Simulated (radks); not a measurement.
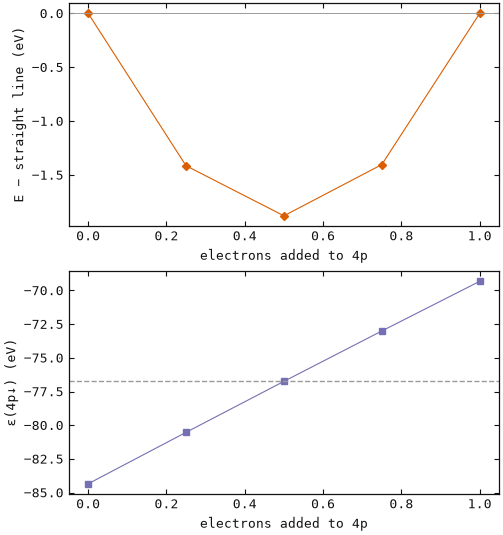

Computed with the in-house radial solver radks: scalar-relativistic Kohn-Sham, r2SCAN, spin-polarised, spherical densities, finite nucleus. The occupation of the 4p shell is varied from Mo⁴⁺ ([Ar] 3d10 4s2 4p5 4d3 (high spin)) to Mo³⁺ ([Kr] 4d3 (high spin)), with spherical fractional occupations. The plot shows the total energy less the straight line between the end points, and the eigenvalue of 4p↓ (the dashed line is minus the energy to take the whole electron out).

### What does the shape say about the method?

The curve is convex (below the straight line), with the largest deviation among the points computed, −1.88 eV, at 0.5. The end points differ by 76.8 eV, the energy to take the electron out. The eigenvalue, which is the slope of the energy (Janak's theorem), moves from −84.3 eV at 0 to −69.3 eV at 1; for a straight line it would stay constant, and a parabola would sag by an eighth of this change, scaled to a whole electron, 1.88 eV. Convexity is the mark of the delocalisation error, which puts fractional charges too low; for p, d and f shells the spherical spreading of the fraction adds to it. The shell lies under occupied ones, so the straight line is a guide here rather than an exact condition.
